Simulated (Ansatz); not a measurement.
AlH3O3

Input file:

```
crystal:
  periodic: [false, false, false]
  atoms:
    - { symbol: Al, position_ang: [0.0, 0.0, 0.0] }
    - { symbol: O, position_ang: [0.0, 0.0, 1.78] }
    - { symbol: H, position_ang: [-0.9095, -0.2814, 2.1171] }
    - { symbol: O, position_ang: [1.5415, 0.0, -0.89] }
    - { symbol: H, position_ang: [1.8414, -0.9519, -1.0449] }
    - { symbol: O, position_ang: [-1.5415, 0.0, -0.89] }
    - { symbol: H, position_ang: [-2.0512, -0.8467, -0.6815] }
basis:
  gaussian: { orbitals: def2-SVP }
hamiltonian:
  xc: b3lyp
  dispersion: d4
relax:
  f_tol: 0.02
  max_steps: 40
output:
  orbitals: {}
```

Command:

```sh
ansatz run input.yaml --threads 1 --pin off --max-ram 2048MiB --backend cpu --events-out ev --progress --plain --runs-dir out
```

The fields are those of the run's last geometry, not of the input's.

All numbers below come from RKS B3LYP-D4/def2-SVP (Ansatz).

> What will maps of the electron density and electron localisation function show?

Al–O (1.70 Å): the density is about 0.84 e/Å³ at the midpoint; the ELF peaks at about 0.90 in the valence shell of O, 0.6 Å from its nucleus, and is about 0.35 at the midpoint.
O–H (0.96 Å): ρ is about 3.6 e/Å³ halfway; the ELF climbs to about 1 towards the hydrogen, as it does in any bond to H: a covalent bond by its length.

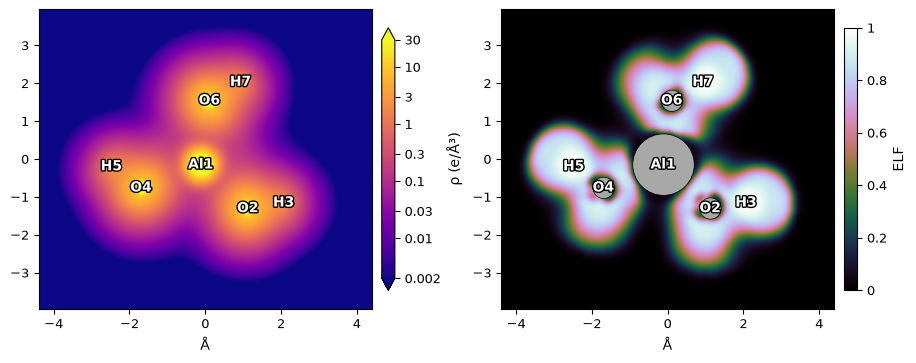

Computed electron density and electron localisation function on the molecular plane, in this order. Grey discs cover the atomic cores in the ELF map. 
